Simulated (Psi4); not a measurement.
# BH3O (BH2(OH)) at PBE/def2-TZVP (sweep point 4)

Aim: the vertical electron affinity of BH3O (BH2(OH)) at PBE/def2-TZVP (sweep point 4), from 2 runs. 

The results are computed with Psi4 1.11.

4 further runs of the same task are left out: 4 set aside as unsound or not needed.

### Step 1. The system as given

The species is BH3O (5 atoms), meant as a singlet with charge 0. SMILES: `[H]B([H])O`. The shape is that of a GFN2-xTB optimisation.

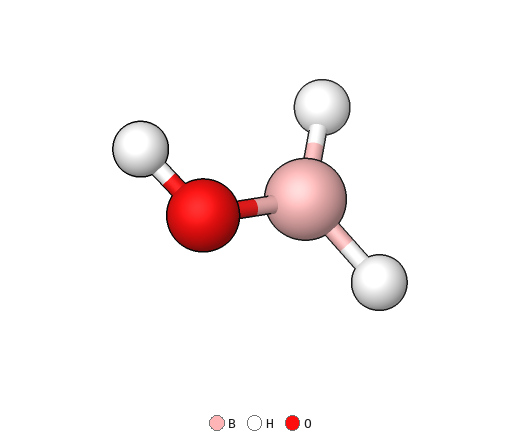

The structure, seen from a chosen angle (boron pink, hydrogen white, oxygen red).

### Step 2. The energy at PBE/def2-TZVP (sweep point 4)

The input, calc.inp:

```
memory 1600 mb

molecule {
  0 1
  B      0.270970     0.302480    -0.108500
  H      1.403550     0.390040    -0.395610
  H     -0.432910     1.251360    -0.080700
  O     -0.159420    -0.918700     0.174490
  H     -1.082200    -1.025180     0.410320
  units angstrom
  symmetry c1
}

set reference rks
set puream true
set scf_type pk
set dft_radial_points 50
set dft_spherical_points 194

e_tot = energy('pbe/def2-TZVP')
```

Started as:

```bash
$ psi4 -n 1 calc.inp calc.out
```

calc.out:

```text
[...]
  Running in c1 symmetry.
[...]
  Nuclear repulsion =   30.808510932835333
[...]
  Multiplicity = 1
[...]
  Nalpha       = 8
  Nbeta        = 8
[...]
    Number of basis functions: 80
[...]
   @RKS iter   1:  -101.57769764739849   -2.81787e-01   9.52746e-03 ADIIS/DIIS
[...]
   @RKS iter   8:  -101.81539255760006   -1.68262e-08   4.89733e-07 DIIS
[...]
    Orbital Energies [Eh]
    ---------------------
    Doubly Occupied:
       1A    -18.783481     2A     -6.511744     3A     -0.960186
       4A     -0.534867     5A     -0.407416     6A     -0.358662
       7A     -0.337750     8A     -0.266029
[...]
  @RKS Final Energy:  -101.81539255760006
   => Energetics <=
    Nuclear Repulsion Energy =             30.8085109328353326
    One-Electron Energy =                -199.1599840504640326
    Two-Electron Energy =                  80.2003603950559807
    DFT Exchange-Correlation Energy =     -13.6642798350273402
    Empirical Dispersion Energy =           0.0000000000000000
    VV10 Nonlocal Energy =                  0.0000000000000000
    Total Energy =                       -101.8153925576000631
[...]
 Multipole Moments:
 ------------------------------------------------------------------------------------
     Multipole            Electronic (a.u.)      Nuclear  (a.u.)        Total (a.u.)
 ------------------------------------------------------------------------------------
 L = 1.  Multiply by 2.5417464519 to convert [e a0] to [Debye]
 Dipole X            :         -0.2572798           -0.3836744           -0.6409542
 Dipole Y            :         -1.0319311            0.9515604           -0.0803707
 Dipole Z            :          0.2182657           -0.0525035            0.1657623
 Magnitude           :                                                    0.6669025
[...]
```

Wall time 2.5 s (1 thread of Intel Xeon 6975P-C (Granite Rapids), shared host); peak memory 0.38 GiB.

### Step 3. The doublet anion at the same level

The input, input.inp:

```
memory 1600 mb

molecule {
  -1 2
  B      0.270970     0.302480    -0.108500
  H      1.403550     0.390040    -0.395610
  H     -0.432910     1.251360    -0.080700
  O     -0.159420    -0.918700     0.174490
  H     -1.082200    -1.025180     0.410320
  units angstrom
  symmetry c1
}

set {
  reference            uks
  puream               true
  scf_type             pk
  dft_radial_points    50
  dft_spherical_points 194
  maxiter              150
}

energy("pbe/def2-TZVP")
```

Started as:

```bash
$ psi4 -i input.inp -o input.out -n 1
```

input.out:

```text
[...]
  Running in c1 symmetry.
[...]
  Nuclear repulsion =   30.808510932835333
[...]
  Multiplicity = 2
[...]
  Nalpha       = 9
  Nbeta        = 8
[...]
    Number of basis functions: 80
[...]
   @UKS iter   1:  -101.25488522657754    4.10256e-02   1.22750e-02 DIIS/ADIIS
[...]
   @UKS iter  10:  -101.75607540953028   -2.87630e-08   5.31585e-07 DIIS
[...]
   @S^2 Observed:                7.520887438E-01
[...]
    Orbital Energies [Eh]
    ---------------------
    Alpha Occupied:
       1A    -18.523070     2A     -6.234798     3A     -0.711412
       4A     -0.289130     5A     -0.160859     6A     -0.112217
       7A     -0.092519     8A     -0.021863     9A      0.162199
    Alpha Virtual:
      10A      0.183085    11A      0.231929    12A      0.254929
      13A      0.284779    14A      0.315639    15A      0.328875
      16A      0.390846    17A      0.515024    18A      0.547062
      19A      0.563013    20A      0.623688    21A      0.647313
      22A      0.649870    23A      0.662595    24A      0.719856
      25A      0.746649    26A      0.859582    27A      0.893103
[...]
  @UKS Final Energy:  -101.75607540953028
   => Energetics <=
    Nuclear Repulsion Energy =             30.8085109328353326
    One-Electron Energy =                -203.1426619165176248
    Two-Electron Energy =                  84.4518344458211061
    DFT Exchange-Correlation Energy =     -13.8737588716691018
    Empirical Dispersion Energy =           0.0000000000000000
    VV10 Nonlocal Energy =                  0.0000000000000000
    Total Energy =                       -101.7560754095302826
[...]
 Multipole Moments:
 ------------------------------------------------------------------------------------
     Multipole            Electronic (a.u.)      Nuclear  (a.u.)        Total (a.u.)
 ------------------------------------------------------------------------------------
 L = 1.  Multiply by 2.5417464519 to convert [e a0] to [Debye]
 Dipole X            :         -0.6936697           -0.3836744           -1.0773441
 Dipole Y            :         -2.3321034            0.9515604           -1.3805430
 Dipole Z            :          0.5086733           -0.0525035            0.4561698
 Magnitude           :                                                    1.8096023
[...]
```

It took 3.3 s on 1 thread of Intel Xeon 6975P-C (Granite Rapids), shared host; peak memory 0.39 GiB.

### Step 4. Summary of results

At PBE/def2-TZVP (sweep point 4):

| quantity | value |
| --- | --- |
| singlet BH3O: total energy | -101.81539 Eh |
| singlet BH3O: dipole moment | 1.70 D |
| singlet BH3O: HOMO energy | -7.24 eV |
| singlet BH3O: LUMO energy | -1.30 eV |
| singlet BH3O: HOMO–LUMO gap | 5.94 eV |
| doublet anion: total energy | -101.75608 Eh |
| doublet anion: HOMO energy (highest over α and β) | 4.41 eV |
| doublet anion: LUMO energy (lowest over α and β) | 4.98 eV |
| doublet anion: ⟨S²⟩ | 0.752 |
| vertical electron affinity (to the doublet anion) | -1.614 eV |

In words: The anion lies 1.61 eV (37 kcal/mol) above the neutral: the electron isn't bound at this level, and such a value depends on the basis. Without diffuse functions anions come out too high. The HOMO (doublet anion) lies at positive energy, 4.41 eV, as semi-local functionals often give for anions; only total energies tell whether the electron is bound.
